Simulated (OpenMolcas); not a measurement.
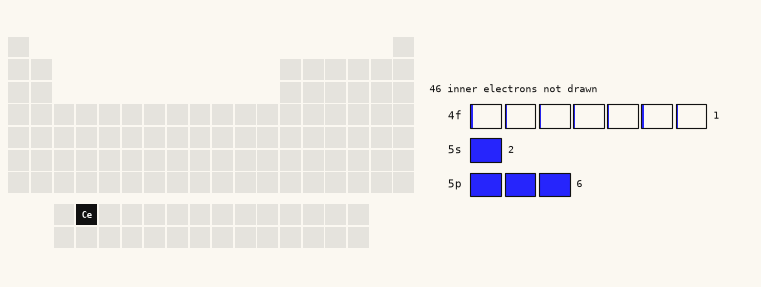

*Left, the place of cerium in the periodic table; right, the outer shells of the leading configuration of the lowest level: a box for each of the 2l + 1 orbitals, shaded by the share of the shell that is filled, with the electron count at the right.*

Run report: Ce³⁺ complex, multiconfigurational calculation

Ce³⁺ with 6 ligands (F; octahedron, 2.32 Å), neutralised by 6 outer point charges of +0.5 e, whose field is part of the energies. Computed at this level: state-averaged SS-CASPT2, IPEA shift 0.25, imaginary shift 0.1 hartree, closed shells 5s 5p of the metal and the valence shells of the ligands correlated, active space 1 electron in the shell 4f, basis ANO-RCC-VDZP on the metal and ANO-RCC-VDZP on the ligands, DKH2 scalar Hamiltonian, spin-orbit coupling by RASSI with atomic mean-field integrals (OpenMolcas).

**Log (extracts)**
```
--- CASPT2 ---
Orbital specifications:
      -----------------------

      Symmetry species                           1   2
                                                ag  au
      Frozen orbitals                           17  12
      Inactive orbitals                         13  15
      Active orbitals                            0   7
      Secondary orbitals                        48  40
      Deleted orbitals                           0   0
      Number of basis functions                 78  74
Type of calculation                        SS-CASPT2
      Fock operator                              state-specific
      IPEA shift                                 0.25
      Real shift                                 0.00
      Imaginary shift                            0.10
      The input orbitals will be transformed to quasi-canonical
Reference energy:       -9451.9167189569
      E2 (Non-variational):      -1.5288845138
      Shift correction:          -0.0012845230
      E2 (Variational):          -1.5301690368
      Total energy:           -9453.4468879937
      Residual norm:              0.0000000909
      Reference weight:           0.71084
      Contributions to the CASPT2 correlation energy
      Active & Virtual Only:          0.0000000001
      One Inactive Excited:          -0.0299053224
      Two Inactive Excited:          -1.4989791914
Reference energy:       -9451.9138536326
      E2 (Non-variational):      -1.5295879167
      Shift correction:          -0.0012898398
      E2 (Variational):          -1.5308777565
      Total energy:           -9453.4447313892
      Residual norm:              0.0000001615
      Reference weight:           0.71052
      Contributions to the CASPT2 correlation energy
      Active & Virtual Only:          0.0000000000
      One Inactive Excited:          -0.0310622572
      Two Inactive Excited:          -1.4985256595
::    CASPT2 Root  1     Total energy:  -9453.44688799
::    CASPT2 Root  2     Total energy:  -9453.44473139
::    CASPT2 Root  3     Total energy:  -9453.44475275
::    CASPT2 Root  4     Total energy:  -9453.44474218
::    CASPT2 Root  5     Total energy:  -9453.43788133
::    CASPT2 Root  6     Total energy:  -9453.43843241
::    CASPT2 Root  7     Total energy:  -9453.43843245
```

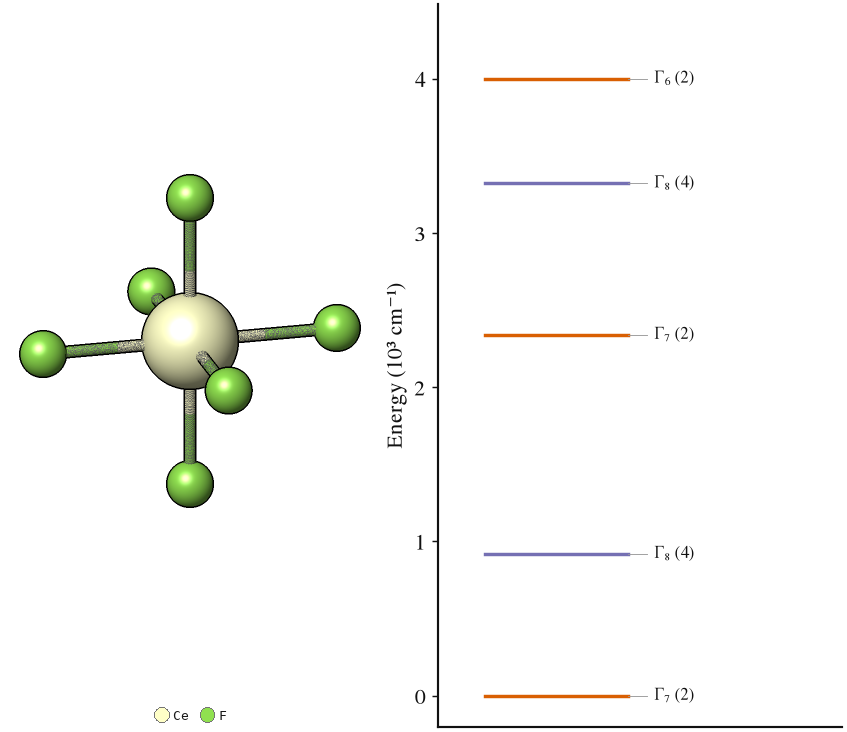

*Ce³⁺ (4f) with 6 ligands, F⁻, at 2.32 Å (arrangement: octahedron, Oh), neutralised by outer point charges of +0.5 e, and its levels. Labels give the representation in O, Td, D4 or D3 as the site allows (double group for half-integer spin) where it could be assigned and, in brackets, the degeneracy; spin-free states, where drawn, share the zero of the spin-orbit levels.*

The ground level is Γ₇, a Kramers doublet, 100 % from states of spin multiplicity 2, effective J = 2.53, with |mJ| = 3/2 the largest share (83 %). Its principal g values are 1.24, 1.24 and 1.24, isotropic. The next level lies at 920 cm⁻¹ (Γ₈). The lowest J multiplet spreads over 920 cm⁻¹.

**Input**
```
&GATEWAY
Coord
7

Ce 0.0 0.0 0.0
F 2.320000 0.000000 0.000000
F 0.000000 2.320000 0.000000
F -2.320000 0.000000 0.000000
F 0.000000 -2.320000 0.000000
F 0.000000 0.000000 2.320000
F 0.000000 0.000000 -2.320000
Basis=Ce.ANO-RCC-VDZP,F.ANO-RCC-VDZP
Group=XYZ
NoMove
AngMom=0.0 0.0 0.0
AMFI
RICD
XField
3 Angstrom 0
4.920000 0.000000 0.000000 0.500000
0.000000 4.920000 0.000000 0.500000
0.000000 0.000000 4.920000 0.500000
&SEWARD
&RASSCF
FileOrb=start.orb
Symmetry=2
Spin=2
nActEl=1 0 0
Inactive=30 27
Ras2=0 7
CIRoot=7 7 1
SDav=7
CIMx=300
Iter=150 100
PrWF=0.3
OrbListing=Nothing
MaxOrb=0
LevShft=1.0
>>> COPY $Project.JobIph JOB001
&RASSI
NrOfJobIphs=1 7
1 2 3 4 5 6 7
IphNames
JOB001
EJob
SpinOrbit
DIPRint=1.0
SOCoupling=1000.0
Subsets=2
Property=9
'ANGMOM' 1 'ANGMOM' 2 'ANGMOM' 3 'MLTPL  1' 1 'MLTPL  1' 2 'MLTPL  1' 3
'AMFI' 1 'AMFI' 2 'AMFI' 3
SOProperty=3
'ANGMOM' 1 'ANGMOM' 2 'ANGMOM' 3
>>> COPY JOB001 $Project.JobIph
&CASPT2
Multistate=7 1 2 3 4 5 6 7
NoMult
Frozen=17 12
IPEA=0.25
Imaginary=0.1
MaxIter=60
WThr=0.0 0.3 0.05
PrWF=0.5
NoMix
```

The file start.orb holds starting orbitals from an earlier step. A driver script formed the levels outside the program, from RASSI's spin-orbit matrix and the CASPT2 energies (for multi-state variants, the effective Hamiltonian), averaged over the components of each term or state. The log and the time are those of the CASPT2 step.

Command:
```bash
OMP_NUM_THREADS=1 MOLCAS_MEM=2457 MOLCAS_PROJECT=a pymolcas a.inp > a.log  # once for each step of the input, in one work folder
```

**Results in brief**

| quantity | value |
| --- | --- |
| outcome | converged |
| energy of the lowest spin-free term | −9453.44689 hartree |
| energy of the lowest spin-orbit level | −9453.45192 hartree |
| CASPT2 correlation energy | −1.5302 hartree |
| largest spread among components of a term | 121.0 cm⁻¹ |
| lowest reference weight | 0.711 |
| hardware | 1 thread of Arm Neoverse V1, 24 GiB of memory available, shared host |
| wall time | 26 s |
| peak memory | 0.6 GiB |

**Remarks**

The components of ²T1, which symmetry makes degenerate, are split by 121 cm⁻¹ in CASPT2. This is an artefact; the levels of such states rest on averages and are uncertain by about as much. Limits: distances are set from ionic radii, not optimised.
